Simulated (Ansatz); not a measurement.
# A failed many-body run on Ge2Sb2Te5 (P-3m1)

Aim: the G0W0 gap of Ge2Sb2Te5 (P-3m1). The first input has a fault.

Method: G0W0 on PBE, plane waves, PAW; PAW set soft_1, in Ansatz 0.2.0.

## 1. The structure

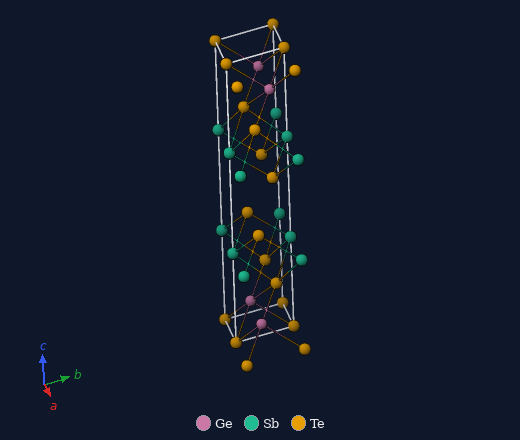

The starting structure, seen slightly off an axis (germanium pink, antimony teal, tellurium orange). 2×1×1 cells are drawn. Bonds to atoms that aren't drawn are left out. Some periodic images of atoms are drawn too.

The cell and positions are those that the Materials Project relaxed with its own functionals (PBE, PBE+U or r2SCAN), kept fixed. Spin-orbit coupling is left out unless a step names it. The default PAW set here is soft_1. Its files were made with PBE.

## 2. First try

Input file input.yaml:

```yaml
crystal:
  lattice:
    - [4.2940644248, 0.0, 0.0]
    - [-2.1470322124, 3.7187688774, 0.0]
    - [0.0, 0.0, 17.101346]
  atoms:
    - { symbol: Ge, position: [0.33333333, 0.66666667, 0.897105] }
    - { symbol: Ge, position: [0.66666667, 0.33333333, 0.102895] }
    - { symbol: Sb, position: [0.0, 0.0, 0.679932] }
    - { symbol: Sb, position: [0.0, 0.0, 0.320068] }
    - { symbol: Te, position: [0.0, 0.0, 0.0] }
    - { symbol: Te, position: [0.66666667, 0.33333333, 0.798458] }
    - { symbol: Te, position: [0.33333333, 0.66666667, 0.201542] }
    - { symbol: Te, position: [0.33333333, 0.66666667, 0.580108] }
    - { symbol: Te, position: [0.66666667, 0.33333333, 0.419892] }
kpoints:
  mp_grid: { grid: [6, 6, 1] }
hamiltonian:
  xc: pbe
  pseudopotentials: { kind: paw_fr, azcp: { folder: soft_1 } }
scf:
  occupations: { method: fixed }
magnetization:
  noncollinear: true
  spin_orbit: true
gw:
  n_empty_bands: 288
  ecut_chi: 60
  qp_bands: [v3, c3]
  qp_kpoints: band_edges
  screening: { model: contour_deformation }
```

The run is started by

```
$ ansatz run input.yaml --threads 3 --pin off --max-ram 92160MiB --backend cpu --events-out ev --progress --plain --runs-dir out
```

Numbers of over 12 decimals in the logs are rounded to 6 here.

The program printed:

```text
Error: gw: with magnetization.noncollinear: true — the χ₀/Σ pipeline is wired for the unpolarised channel only — spinor oscillator elements and the per-channel sum are not implemented; use an unpolarised deck
```

Wall time 0.06 s (3 threads of AMD EPYC 7R13 (Zen 3), shared host); peak memory 0.039 GiB.

**Diagnosis.**

The input was rejected at the start.

The program's message: “Error: gw: with magnetization.noncollinear: true — the χ₀/Σ pipeline is wired for the unpolarised channel only — spinor oscillator elements and the per-channel sum are not implemented; use an unpolari …”

The fault: spin-orbit coupling. The physics allows it, but this program's G0W0 has no spinor form; spin-orbit coupling is taken from a separate density-functional step.

## 3. A better input

G0W0 replaces the xc potential by the self-energy, built once from these orbitals. Only a window of levels is corrected, while the sums run over the empty bands that the input names. This step takes PAW set soft_1 files.

Changes to input.yaml since step 2:

```diff
@@ -19,11 +19,8 @@
   xc: pbe
-  pseudopotentials: { kind: paw_fr, azcp: { folder: soft_1 } }
+  pseudopotentials: { kind: paw, azcp: { folder: soft_1 } }
 scf:
   occupations: { method: fixed }
-magnetization:
-  noncollinear: true
-  spin_orbit: true
 gw:
-  n_empty_bands: 288
-  ecut_chi: 60
+  n_empty_bands: 477
+  ecut_chi: 84
   qp_bands: [v3, c3]
```

The run is started by

```
$ ansatz run input.yaml --threads 3 --pin off --max-ram 92160MiB --backend cuda --events-out ev --progress --plain --runs-dir out --devices 1 --max-vram 13GiB
```

The program printed:

```text
GPUs: using 1 of 1 available (devices: 1).
[...]
device memory: the entry about to start is reckoned to put 4.5 GiB on a device that reports 41.2 GiB free (of which the cap on the GPU budget leaves the run 13.0 GiB)
GPU FFT provider: cuFFT
GPU libraries: cuBLAS 13.8.2, cuFFT 12.4.0, cuSOLVER 12.3.4
Crystal: 9 atoms, lattice volume = 273.085 Å³
Basis set: ecut = 420 eV, 5295 PW (Γ)
Bands: 83, of which v1, the nominal top of the filled ones, is band 69 counted from 1 (68 counted from 0)
Symmetry: 12 space group operations
[...]
k-points: 7 of 36
[...]
GPU buffer pool allocated for 108000 grid points (all kernels)
GPU transforms: local potential and band sums: pruned to the plane-wave sphere, on 30×30×120
[...]
SCF iter   1: F=—  HF=-56460.932716 eV  |F-HF|=—  |Δ(HF+E_count)|=         —  Δρ=1.54e-2  dr2=1.05e1  ethr=3.10e-3  ⟨swp⟩=4.9  Hψ=1861  notcnv=0  defer=80
[...]
0    67      8.0884   -14.3311     0.1546   -14.1373  0.7400     8.0491     8.0492  root
     0    68      8.3973   -14.3874     0.3347   -13.9764  0.7392     8.3208     8.3210  root
     0    69      9.2318   -14.4066     0.0450   -14.2909  0.7424     9.1609     9.1611  root
     0    70      9.5063    -9.7141    -2.8329   -12.5162  0.7418     9.4755     9.4754  root
     0    71      9.5063    -9.7141    -2.8329   -12.5162  0.7418     9.4755     9.4754  root
     0    72      9.5514    -9.4169    -3.1904   -12.6244  0.7514     9.5685     9.5685  root
     1    67      8.1649   -15.3179     1.2016   -13.9314  0.7294     7.9773     7.9800  root
     1    68      8.5658   -15.2789     0.7437   -14.4269  0.7358     8.4569     8.4574  root
[...]
6    69      8.5653   -15.0921     0.7592   -14.1938  0.7368     8.4251     8.4262  root
     6    70      9.9321    -9.4197    -3.2244   -12.6519  0.7412     9.9399     9.9399  root
     6    71      9.9321    -9.4197    -3.2244   -12.6519  0.7412     9.9399     9.9399  root
     6    72     10.1759    -9.4592    -3.2900   -12.7633  0.7381    10.1900    10.1900  root
[key lines of the parts left out:]
SCF converged after 11 iterations
Free energy (F): -56460.360881 eV
Fermi energy:    9.231845 eV
```

Run time: 49 s. Hardware: 1 × NVIDIA H100 80GB HBM3 (shared by 6 runs) with 3 threads; peak memory 1.9 GiB; 74 s of CPU time.

Numbers from this step:

```yaml
bands_summed: 546
rpa_eps_infinity_on_this_mesh_eigenvalues: 59.40, 214.0, 214.0
plane_waves_in_the_screening_matrix: 463
q_points_in_the_mesh: 36
g0w0_gap_on_the_mesh: 0.3143 eV
k_of_the_valence_top: 0, 0, 0
k_of_the_conduction_bottom: 0, 0, 0
starting_gap_on_the_mesh: 0.2744 eV
z_at_the_valence_top: 0.7424
z_at_the_conduction_bottom: 0.7418
least_direct_g0w0_gap_on_the_computed_points: 0.3143 eV
```

The gap on the mesh goes from 0.27 eV to 0.31 eV, a correction of +0.04 eV. Between the two edge states, bare exchange in place of the xc potential would open the gap by 2.92 eV, and correlation takes back 2.88 eV.

## 4. What came out

```json
{
  "first try": "refused after 0.06 s",
  "better run": "G0W0 gap on the mesh 0.31 eV (6×6×1 mesh, 477 empty bands, screening to 84 eV, PAW set soft_1 files)"
}
```

What this shows: The second run differs in: start, files, empty bands and screening cutoff (eV). Bands and cutoff are finite, so the gap is not at the basis limit. The miss can reach some tenths of an eV and take either sign; the mesh is an error of its own. The 6×6×1 mesh is coarse for this cell (its supercell is 17 Å along the shortest edge). The RPA ε∞ on it, from the PBE start, is 59.40 and 213.95; such meshes misread the long-range screening, most where the gap is narrow. With atoms this heavy and so narrow a gap, spin-orbit coupling can invert the bands. These scalar-relativistic gaps are then model values, not to be set against experiment, and a spin-orbit change taken from DFT can't simply be added. On this mesh the RPA ε∞ passes 90, more than nearly any semiconductor shows; a coarse mesh does this where one point with a narrow direct gap carries much weight. The screening is then too strong, and the G0W0 gap should not be taken as the material's.

[Paths, hosts, dates, memory and timing lines, banners, echoed tables and standing remarks are left out of the program output.]

[Logs are printed without paths, hosts, clocks, repeated set-up lines and the standing remarks that a program may print on its own settings, such as how far it seeks lower states.]

[Runs of the session that timed out or met a known fault of the program may be left out.]

[Cells called generated may have been cut or substituted from an entry of the Crystallography Open Database or the Materials Project.]

[Hosts, paths, dates, database ids (printed as entryN), source tags and the programs' standing remarks are cut or masked in the printed files.]
